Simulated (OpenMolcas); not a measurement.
# Multiconfigurational calculation for Co²⁺ complex (part 2 of 2)

The same run, continued: Co²⁺ with 6 ligands (F; octahedron, 2.031 Å), embedded in KMgF3 by model potentials and point charges, whose field is part of the energies. Method: state-averaged CASSCF, active space 7 electrons in the shell 3d, basis ANO-RCC-VTZP on the metal and ANO-RCC-VDZP on the ligands, DKH2 scalar Hamiltonian, spin-orbit coupling by RASSI with atomic mean-field integrals (OpenMolcas).

## Log (extracts), continued
```
--- RASSI ---
SPIN-FREE ENERGIES:
  (Shifted by EMIN (a.u.) =      -1991.3172771021)

 SF State       Relative EMIN(au)   Rel lowest level(eV)    D:o, cm**(-1)

     1             0.0000000000        0.0000000000              0.0000
     2             0.0000000000        0.0000000000              0.0000
     3             0.0000000000        0.0000000000              0.0000
     4             0.0276761240        0.7531056988           6074.2071
     5             0.0276761240        0.7531056988           6074.2071
     6             0.0276761240        0.7531056988           6074.2071
     7             0.0604854251        1.6458922640          13275.0164
    11             0.0696454629        1.8951495926          15285.4123
    12             0.0696454645        1.8951496347          15285.4126
    13             0.0915415607        2.4909727658          20091.0503
    14             0.0915415607        2.4909727658          20091.0503
    15             0.0915415618        2.4909727953          20091.0505
    16             0.0927479047        2.5237990588          20355.8122
    17             0.0927479047        2.5237990588          20355.8122
    18             0.0927479047        2.5237990588          20355.8122
    10             0.1060957645        2.8870128281          23285.3288
     8             0.1060957645        2.8870128281          23285.3288
     9             0.1060957645        2.8870128281          23285.3288
    19             0.1105314783        3.0077147495          24258.8555
    20             0.1181273944        3.2144101551          25925.9663
    21             0.1181273944        3.2144101551          25925.9663
    22             0.1181273944        3.2144101551          25925.9663
    23             0.1300343174        3.5384140363          28539.2339
    24             0.1300343179        3.5384140502          28539.2340
    25             0.1300343179        3.5384140502          28539.2340
    26             0.1323476073        3.6013618612          29046.9423
    27             0.1323476073        3.6013618612          29046.9423
    28             0.1323476073        3.6013618612          29046.9423
    29             0.1415566967        3.8519539504          31068.1038
    30             0.1415566967        3.8519539504          31068.1038
    31             0.1555033187        4.2314608683          34129.0336
    32             0.1555033194        4.2314608855          34129.0337
    33             0.1555033194        4.2314608855          34129.0337
    34             0.1570191120        4.2727077059          34461.7117
    35             0.1570191120        4.2727077059          34461.7117
    36             0.1574473341        4.2843602222          34555.6956
    37             0.1574473348        4.2843602418          34555.6958
    38             0.1574473348        4.2843602418          34555.6958
    39             0.2130331186        5.7969264734          46755.3652
    40             0.2130331191        5.7969264876          46755.3653
Eigenvalues of complex Hamiltonian:
   -----------------------------------
  (Shifted by EMIN (a.u.) =      -1991.3172771021)

 SO State       Relative EMIN(au)   Rel lowest level(eV)    D:o, cm**(-1)

     1            -0.0031430821        0.0000000000              0.0000
     2            -0.0031430821        0.0000000000              0.0000
     3            -0.0015080730        0.0444908662            358.8430
     4            -0.0015080730        0.0444908662            358.8430
     5            -0.0015080730        0.0444908663            358.8430
     6            -0.0015080730        0.0444908663            358.8430
     7             0.0011929034        0.1179881763            951.6388
     8             0.0011929034        0.1179881763            951.6388
     9             0.0011929034        0.1179881763            951.6388
    10             0.0011929034        0.1179881763            951.6388
    11             0.0016456021        0.1303067361           1050.9947
    12             0.0016456021        0.1303067361           1050.9947
    13             0.0270571665        0.8217906304           6628.1884
    14             0.0270571665        0.8217906304           6628.1884
    15             0.0273174017        0.8288719897           6685.3035
    16             0.0273174017        0.8288719897           6685.3035
    17             0.0273174017        0.8288719898           6685.3035
    18             0.0273174017        0.8288719898           6685.3035
    19             0.0277776615        0.8413962983           6786.3188
    20             0.0277776615        0.8413962982           6786.3188
    21             0.0277776615        0.8413962982           6786.3188
    22             0.0277776615        0.8413962982           6786.3188
    23             0.0286537675        0.8652363569           6978.6019
    24             0.0286537675        0.8652363569           6978.6019
    25             0.0606095002        1.7347961412          13992.0745
    26             0.0606095002        1.7347961412          13992.0745
    27             0.0606095002        1.7347961412          13992.0745
    28             0.0606095002        1.7347961412          13992.0745
    29             0.0694266004        1.9747216612          15927.2043
    30             0.0694266004        1.9747216612          15927.2043
    31             0.0694266019        1.9747217031          15927.2047
    32             0.0694266019        1.9747217031          15927.2047
    33             0.0899555095        2.5333417359          20432.7791
    34             0.0899555095        2.5333417359          20432.7791
    35             0.0899555095        2.5333417353          20432.7791
    36             0.0899555095        2.5333417353          20432.7791
    37             0.0927050154        2.6081596039          21036.2259
    38             0.0927050154        2.6081596039          21036.2259
    39             0.0930328315        2.6170799341          21108.1732
    40             0.0930328315        2.6170799341          21108.1732
    41             0.0930328321        2.6170799501          21108.1733
Weights of the five most important spin-orbit-free states for each spin-orbit state.

 SO State  Total energy (au)           Spin-free states, spin, and weights
 -------------------------------------------------------------------------------------------------------
    1        -0.003143       3 1.5  0.3322    2 1.5  0.3322    1 1.5  0.3322   19 0.5  0.0008    4 1.5  0.0007
    2        -0.003143       3 1.5  0.3322    2 1.5  0.3322    1 1.5  0.3322   19 0.5  0.0008    4 1.5  0.0007
    3        -0.001508       3 1.5  0.5521    2 1.5  0.3017    1 1.5  0.1373    4 1.5  0.0029    5 1.5  0.0025
    4        -0.001508       3 1.5  0.5539    1 1.5  0.2302    2 1.5  0.2070    4 1.5  0.0029    6 1.5  0.0024
    5        -0.001508       1 1.5  0.4575    2 1.5  0.4154    3 1.5  0.1182    6 1.5  0.0028    5 1.5  0.0027
    6        -0.001508       1 1.5  0.4965    2 1.5  0.3974    3 1.5  0.0972    6 1.5  0.0028    5 1.5  0.0027
    7         0.001193       3 1.5  0.5532    2 1.5  0.2750    1 1.5  0.1550    6 1.5  0.0072    5 1.5  0.0056
    8         0.001193       3 1.5  0.5526    2 1.5  0.2750    1 1.5  0.1556    6 1.5  0.0072    5 1.5  0.0056
    9         0.001193       1 1.5  0.4994    2 1.5  0.3812    3 1.5  0.1027    4 1.5  0.0079    5 1.5  0.0042
   10         0.001193       1 1.5  0.5009    2 1.5  0.3798    3 1.5  0.1025    4 1.5  0.0079    5 1.5  0.0042
   11         0.001646       3 1.5  0.3324    2 1.5  0.3324    1 1.5  0.3324    4 1.5  0.0008    5 1.5  0.0008
   12         0.001646       3 1.5  0.3324    1 1.5  0.3324    2 1.5  0.3324    4 1.5  0.0008    6 1.5  0.0008
```

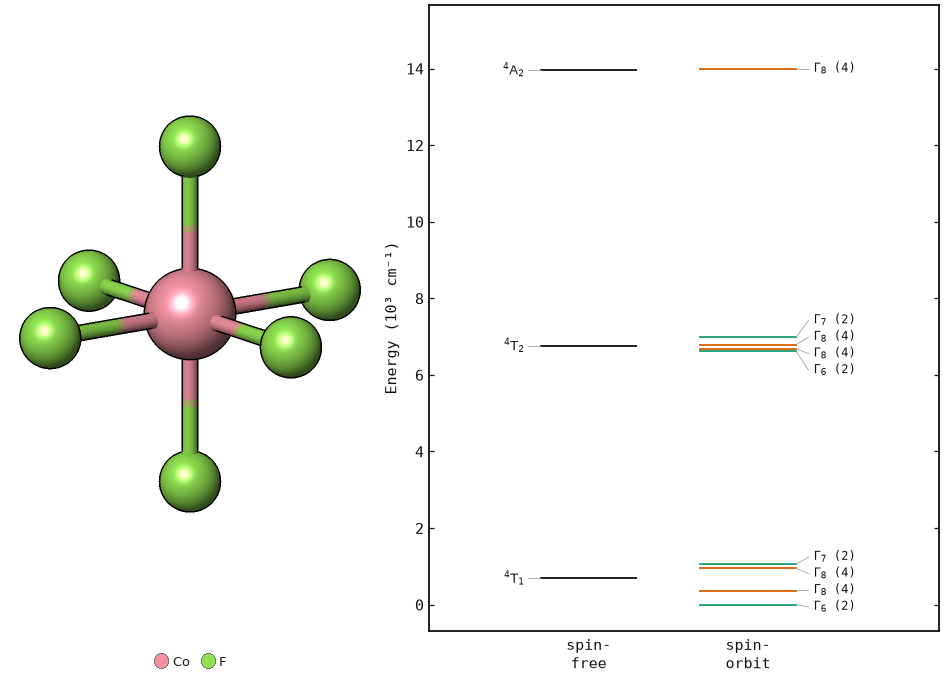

Co²⁺ (3d⁷) as a dopant in KMgF₃, a cluster with its 6 nearest F⁻ at 2.031 Å (octahedron) embedded in model potentials and point charges; the geometry was set, not optimised, and its levels. Labels give the representation in O, Td, D4 or D3 as the site allows (double group for half-integer spin) where it could be assigned and, in brackets, the degeneracy; spin-free states, where drawn, share the zero of the spin-orbit levels. The ground level is Γ₆, a Kramers doublet, 100 % from states of spin multiplicity 4. Its principal g values are 4.46, 4.46 and 4.46, isotropic. The next level lies at 359 cm⁻¹ (Γ₈). The lowest spin-free state is ⁴T₁, from the free-ion F term; of the same spin there follow at 6,070 cm⁻¹ (⁴T₂) and 13,300 cm⁻¹ (⁴A₂) above it. The active orbitals hold 95 to 98 % metal character (Löwdin), and the Mulliken charge of the metal is +2.14.

## Results in brief

- outcome: converged
- energy of the lowest spin-free term: −1991.31728 hartree
- energy of the lowest spin-orbit level: −1991.32042 hartree
- largest spread among components of a term: 0.0 cm⁻¹
- wall time: 28 s
- peak memory: 0.2 GiB

## Remarks

Without dynamic correlation the splittings between terms come out too large, often by 20 to 50 %. Limits: small active space favours high spin, ground spin may be wrong; the geometry is set by hand, with no relaxation.
